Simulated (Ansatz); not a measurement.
A series of calculations on GaH4SCl

**1. Relaxation**

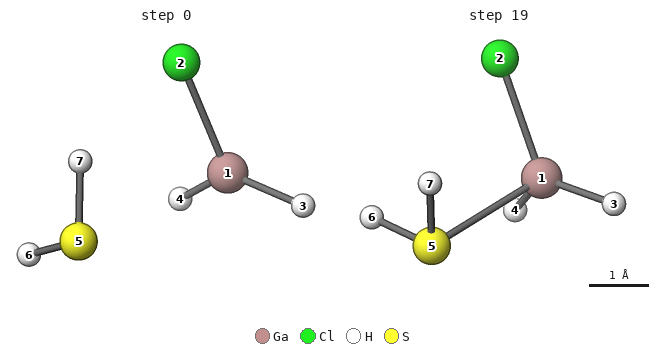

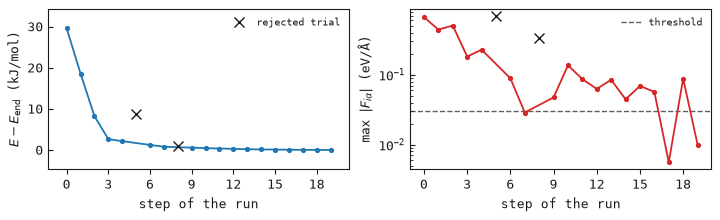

First and last geometry of a relaxation of GaH4SCl, with the history of the run. A ball-and-stick model, seen at a tilt.

The run prepares an end point of a later path (reaction) calculation, from a guessed geometry.

These are results of RKS PBE0/def2-SVP in Ansatz 0.2.0, not measurements.

The input:
```yaml
crystal:
  periodic: [false, false, false]
  atoms:
    - { symbol: Ga, position_ang: [0.078481, 0.305082, -0.056151] }
    - { symbol: Cl, position_ang: [-0.015767, 0.393503, 2.163506] }
    - { symbol: H, position_ang: [1.479507, 0.611934, -0.659614] }
    - { symbol: H, position_ang: [-1.316754, 0.036779, -0.702681] }
    - { symbol: S, position_ang: [0.320626, -3.031349, 0.823894] }
    - { symbol: H, position_ang: [-0.954123, -3.306419, 0.475651] }
    - { symbol: H, position_ang: [-0.07007, -2.15713, 1.819596] }
basis:
  gaussian: { orbitals: def2-SVP }
hamiltonian:
  xc: pbe0
relax:
  f_tol: 0.03
  max_steps: 50
```

Command:
```bash
ansatz run input.yaml --threads 2 --pin off --max-ram 3072MiB --backend cpu --events-out ev --progress --plain --runs-dir out
```

### Read the history and describe the run.

It converged. H7 moves most after the best rigid fit: 0.77 Å. Largest moves by element: H 0.77 Å, S 0.60 Å, Cl 0.42 Å, Ga 0.34 Å. Among the contacts that change: Ga1–S5 3.459 → 2.637 Å, S5–H7 1.381 → 1.353 Å, Ga1–Cl2 2.223 → 2.200 Å, Ga1–H3 1.556 → 1.564 Å. New bonds form, among them: Ga1–S5 (3.46 → 2.64 Å). Among the angles between lasting bonds that change: H3–Ga1–H4 132.7° → 128.2°. Over 17 accepted moves (19 points after the start) the energy falls by 29.6 kJ/mol. The largest force component goes from 0.67 to 0.01 eV/Å. The line search rejected the trial steps at points 5, 8 of the run. The forces were under the threshold at step 7, but the run went on from there.

Limits of the set-up: the start holds two separate molecules, 2.6 Å apart at their closest, whose relative position is a soft coordinate and is computed without a dispersion correction.

**2. Relaxation**

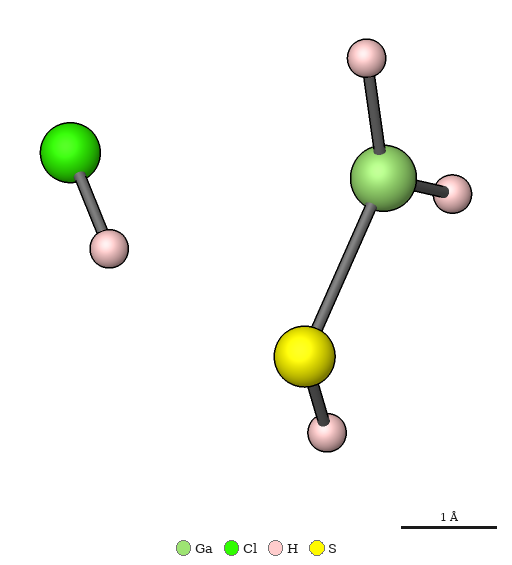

Starting structure of GaH$_{4}$SCl. The picture is a ball-and-stick view, seen face on.

The run prepares an end point of a later path (reaction) calculation, from a guessed geometry.

The calculation used Ansatz 0.2.0, RKS PBE0/def2-SVP.

Input
```yaml
crystal:
  periodic: [false, false, false]
  atoms:
    - { symbol: Ga, position_ang: [0.052641, -0.505156, -0.479091] }
    - { symbol: Cl, position_ang: [-0.05766, -0.025467, 2.921435] }
    - { symbol: H, position_ang: [1.377573, 0.308728, -0.522514] }
    - { symbol: H, position_ang: [-1.385662, -0.10183, -0.923754] }
    - { symbol: S, position_ang: [0.339852, -2.632443, 0.227012] }
    - { symbol: H, position_ang: [-0.97489, -2.952027, 0.228845] }
    - { symbol: H, position_ang: [0.170046, -1.239406, 2.412267] }
basis:
  gaussian: { orbitals: def2-SVP }
hamiltonian:
  xc: pbe0
relax:
  f_tol: 0.03
  max_steps: 50
```

Launched with:
```bash
ansatz run input.yaml --threads 2 --pin off --max-ram 3072MiB --backend cpu --events-out ev --progress --plain --runs-dir out
```

Where does the relaxation end?

Answer. Over 8 geometry steps the energy falls by 0.102 eV. The largest force component goes from 0.91 to 0.022 eV/Å. The largest move after the best rigid fit is that of Cl2, 0.44 Å. Largest moves by element: Cl 0.44 Å, H 0.26 Å, Ga 0.23 Å, S 0.12 Å. Near-neighbour distances that change, for instance: Ga1–Cl2 3.436 → 2.780 Å, Ga1–S5 2.260 → 2.272 Å, Cl2–H7 1.336 → 1.327 Å. Cost: 16 s on 2 threads of Arm Neoverse V2, on a shared host, peak memory 0.19 GiB.

Final geometry:

```xyz
7

Ga    0.0704   -0.4557   -0.2544
Cl   -0.1096   -0.0395    2.4884
H     1.4119    0.3009   -0.4836
H    -1.3793   -0.0602   -0.6721
S     0.3621   -2.6277    0.3435
H    -0.9467   -2.9583    0.2792
H     0.1131   -1.3071    2.1631
```

After the run, drawn alike:

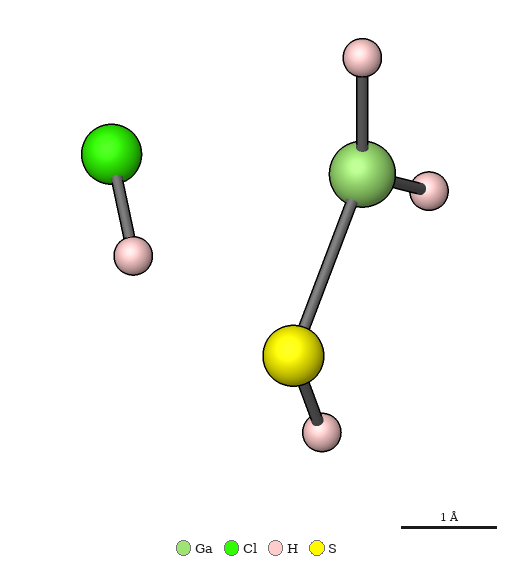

Limits of the set-up: the start holds two separate molecules, 2.6 Å apart at their closest, whose relative position is a soft coordinate and is computed without a dispersion correction.

**3. Path**

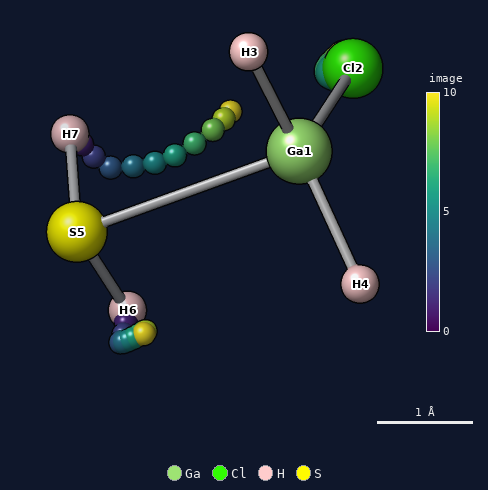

NEB run on GaH4SCl. Images are numbered from 0 (start) to 10 (end). The start is drawn whole; smaller spheres mark the moving atoms (Cl, H) in the later images, joined by lines and coloured by the number of the image. A ball-and-stick model, seen from a free direction.

All numbers below come from RKS PBE0/def2-SVP (Ansatz). Set-up: 9 movable images; climbing image; force threshold 0.05 eV/Å; iteration limit 60; starting path through a guess of the saddle point.

Q: Describe the path and its energy.

A: A hydrogen atom shifts from one atom to another. Breaking: S5–H7 (1.35 → 1.84 at the top → 2.26 Å). Forming: Cl2–H7 (3.07 → 1.45 at the top → 1.33 Å). The highest point, image 8, lies 0.56 eV above the start and 0.03 eV above the end; the end is at +0.53 eV relative to the start. The band converged in 10 iterations, with a climbing image at the top.

The run took 2.6 min on 2 threads of Arm Neoverse V2 (shared host), peak memory 0.2 GiB.
